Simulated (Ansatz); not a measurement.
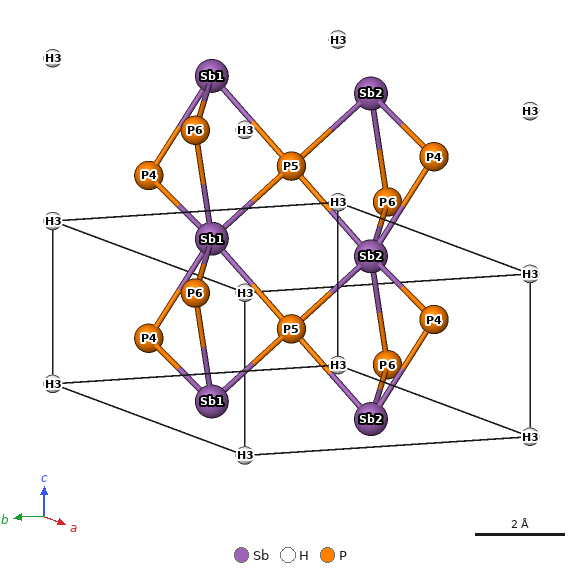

Starting structure of a crystal of Sb2P3H (a generated structure, set up in P6/mmm). A ball-and-stick model of the cell of the calculation, repeated 1 × 1 × 2 with one cell outlined, seen from a free direction.

Level of theory: DFT PBE, scalar-relativistic, plane waves, PAW (Ansatz 0.2.0).

Input file:
```yaml
crystal:
  lattice:
    - [6.5687276955, 0.0, 0.0]
    - [-3.2843638477, 5.6886850548, 0.0]
    - [0.0, 0.0, 3.8911299319]
  atoms:
    - { symbol: Sb, position: [0.3333333333, 0.6666666667, 0.0] }
    - { symbol: Sb, position: [0.6666666667, 0.3333333333, 0.0] }
    - { symbol: H, position: [0.0, 0.0, 0.0] }
    - { symbol: P, position: [0.5, 0.0, 0.5] }
    - { symbol: P, position: [0.5, 0.5, 0.5] }
    - { symbol: P, position: [0.0, 0.5, 0.5] }
basis:
  ecutwfc: 420
kpoints:
  mp_grid: { grid: [6, 6, 10] }
hamiltonian:
  xc: pbe
scf:
  occupations: { method: gaussian, width: 0.1 }
output:
  forces: true
  stress: true
  eigenvalues: true
relax:
  adjacent_minimum: "off"
  f_tol: 0.01
  max_steps: 80
  cell: { stress_tol: 0.05 }
```

Command:
```bash
ansatz run input.yaml --threads 1 --pin off --max-ram 2560MiB --backend cpu --events-out ev --progress --plain --runs-dir out
```

Question: Where does the relaxation end?

Answer: The atoms keep their places relative to the cell (all moves are under 0.005 Å). The drawn cell changes as follows: a = b 6.569 → 6.768 Å (+3.0 %), c 3.891 → 3.767 Å (−3.2 %); the volume changes by +2.8 %. Among the angles between lasting bonds that change: P4–Sb2–P4 91.5° → 87.9°, Sb1–P5–Sb1 91.5° → 87.9°, Sb1–P5–Sb2 88.5° → 92.1°. The space group stays P6/mmm (No. 191). The energy falls by 3.7 meV per atom in 4 accepted moves (6 points after the start). All forces vanish by symmetry, so only the cell relaxes. The pressure goes from 0.53 to 0.02 GPa. The line search rejected the trial step at point 4 of the run. At 1 point the geometry stayed and the basis and grid were re-selected for the new cell (energy shift of 0.2 meV per atom at most each time). The run took 2.8 min on 1 thread of Arm Neoverse N1, with other jobs on the host, peak memory 0.47 GiB.

Final geometry:

```
CELL_PARAMETERS angstrom
6.76774 0.00000 0.00000
-3.38387 5.86103 0.00000
0.00000 0.00000 3.76702
ATOMIC_POSITIONS crystal
Sb 0.33333 0.66667 0.00000
Sb 0.66667 0.33333 0.00000
H 0.00000 0.00000 0.00000
P 0.50000 0.00000 0.50000
P 0.50000 0.50000 0.50000
P 0.00000 0.50000 0.50000
```

The end point in the same view:

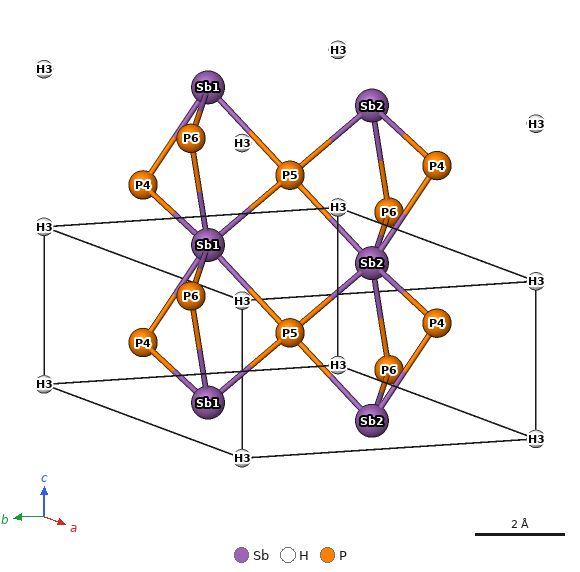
